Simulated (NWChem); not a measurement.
**SO (sulfur oxide) at UOPBE/cc-pV(D+d)Z**

What is the energy difference between two shapes of SO (sulfur oxide) at UOPBE/cc-pV(D+d)Z? 

The results are computed with NWChem 7.3.0.

2 further runs of the same task are left out: 2 that didn't finish.

### 1 The structure to begin with

The species is SO (2 atoms), meant as a triplet with charge 0. SMILES: `O=S`. Geometry: the measured bond length.

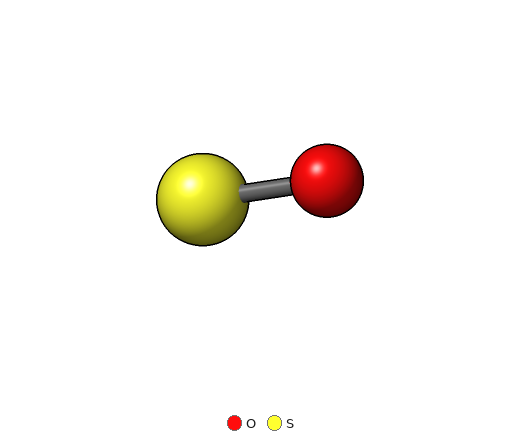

Viewed from a chosen angle; oxygen red, sulfur yellow.

### 2 The charge distribution at UOPBE/cc-pV(D+d)Z

geom.nw

```
echo
start geom
title "sulfur oxide"
memory stack 880 mb heap 220 mb global 1100 mb

geometry noautosym nocenter noautoz
 O      0.000000     0.000000     0.000000
 S      0.000000     0.000000     1.481087
end

basis "ao basis" spherical bse
 * library "cc-pV(D+d)Z"
end

dft
 xc optx cpbe96
 mult 3
 grid coarse
 iterations 100
 mulliken
end

property
 mulliken
 efieldgrad
 octupole
 electrondensity
 efield
 moldenfile
 molden_norm janpa
end

task dft property
```

The run is started by

```
$ nwchem geom.nw > geom.out
```

What it wrote:

```text
[...]
          Wavefunction type:  spin polarized.
          No. of atoms     :     2
          No. of electrons :    24
[...]
          Charge           :     0
          Spin multiplicity:     3
[...]
          AO basis - number of functions:    37
[...]
              XC Information
              --------------
                        Slater Exchange Functional  1.052 local
                      OPTX     Exchange Functional  1.432 non-local
            Perdew 1991 LDA Correlation Functional  1.000 local
           PerdewBurkeErnz. Correlation Functional  1.000 non-local
[...]
 d= 0,ls=0.0,diis     1   -473.2436876534 -5.19D+02  1.48D-02  1.14D-01     1.1
[...]
 d= 0,ls=0.0,diis    10   -473.3078874043 -1.60D-08  7.59D-07  8.47D-10     6.2
[...]
         Total DFT energy =     -473.307887404339
      One electron energy =     -744.082048900388
           Coulomb energy =      259.257514339176
    Exchange-Corr. energy =      -34.216444735743
 Nuclear repulsion energy =       45.733091892618
[...]
      Total Density - Mulliken Population Analysis
     ---------------------------------------------
    Atom       Charge   Shell Charges
 -----------   ------   -------------------------------------------------------
    1 O    8     8.27   2.01  0.89  1.00  2.73  1.63  0.02
    2 S   16    15.73   2.00  2.02  1.00  0.89  6.00  2.25  1.38  0.01  0.19
[...]
      <S2> =      2.0039 (Exact =     2.0000)
[...]
```

Run time: 6.9 s. Hardware: 1 thread of Intel Xeon at 2.60GHz (Ice Lake), shared host; peak memory 0.11 GiB.

Atomic charges (e):

| atom | Mulliken | Löwdin |
| --- | --- | --- |
| O1 | -0.267 | -0.220 |
| S2 | +0.267 | +0.220 |

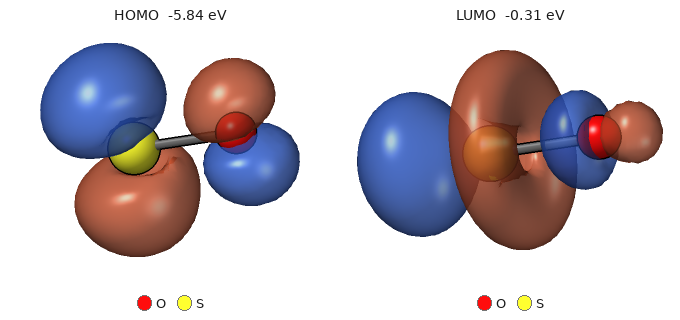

Frontier orbitals of this run (spin up), surfaces at ±0.2 Å^-3/2.

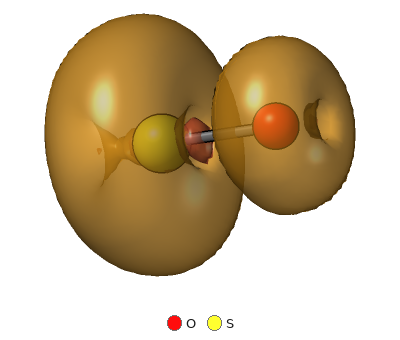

Spin density, surfaces at ±0.03 e/Å³.

### 3 The distorted shape

os.nw

```
start os
memory 2200 mb

geometry noautosym nocenter noautoz
   O      0.075279     0.006261    -0.015816
   S     -0.032958    -0.008739     1.446381
end

basis spherical bse
   * library "cc-pV(D+d)Z"
end

dft
   xc optx cpbe96
   mult 3
   grid coarse
   iterations 100
   mulliken
   print low
end

property
   mulliken
   efieldgrad
   octupole
   electrondensity
   efield
   moldenfile
   molden_norm janpa
end

task dft property
```

The run is started by

```
$ nwchem os.nw > os.out
```

What it wrote:

```text
[...]
 d= 0,ls=0.0,diis     1   -473.2440181613 -5.19D+02  1.46D-02  1.14D-01     1.0
[...]
 d= 0,ls=0.0,diis    10   -473.3067923355 -1.54D-08  7.28D-07  7.80D-10     6.3
[...]
         Total DFT energy =     -473.306792335480
      One electron energy =     -744.991789699512
           Coulomb energy =      259.717696639392
    Exchange-Corr. energy =      -34.227799329842
 Nuclear repulsion energy =       46.195100054482
[...]
      Total Density - Mulliken Population Analysis
     ---------------------------------------------
    Atom       Charge   Shell Charges
 -----------   ------   -------------------------------------------------------
    1 O    8     8.26   2.01  0.89  0.99  2.74  1.63  0.02
    2 S   16    15.74   2.00  2.02  0.99  0.89  6.00  2.25  1.37  0.01  0.20
[...]
      <S2> =      2.0038 (Exact =     2.0000)
[...]
```

Wall time 6.9 s (1 thread of Intel Xeon at 2.60GHz (Ice Lake), shared host); peak memory 0.17 GiB.

Atomic charges (e):

| atom | Mulliken | Löwdin |
| --- | --- | --- |
| O1 | -0.264 | -0.220 |
| S2 | +0.264 | +0.220 |

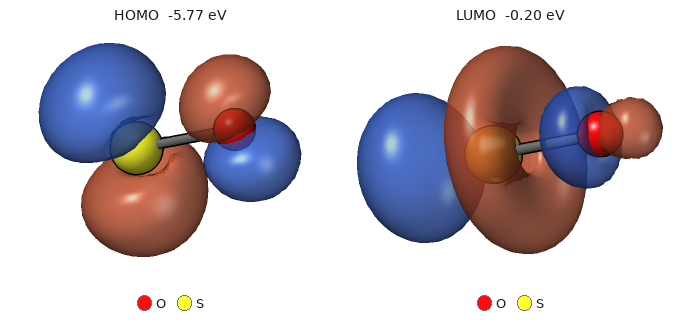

Frontier orbitals of this run (spin up), surfaces at ±0.2 Å^-3/2.

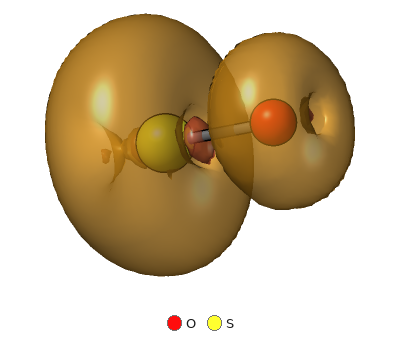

Spin density, surfaces at ±0.03 e/Å³.

### 4 Summary of results

Level: UOPBE/cc-pV(D+d)Z.

| quantity | value |
| --- | --- |
| first shape: total energy | -473.30789 Eh |
| first shape: dipole moment | 1.38 D |
| first shape: HOMO energy (highest over α and β) | -5.84 eV |
| first shape: LUMO energy (lowest over α and β) | -3.96 eV |
| first shape: ⟨S²⟩ | 2.004 |
| distorted shape: total energy | -473.30679 Eh |
| distorted shape: ⟨S²⟩ | 2.004 |
| energy change with the atoms displaced | 0.030 eV |

**Reading.** With the atoms displaced the energy rises by 0.03 eV (2.9 kJ/mol). The first shape isn't relaxed at this level, so the change isn't measured from a minimum.
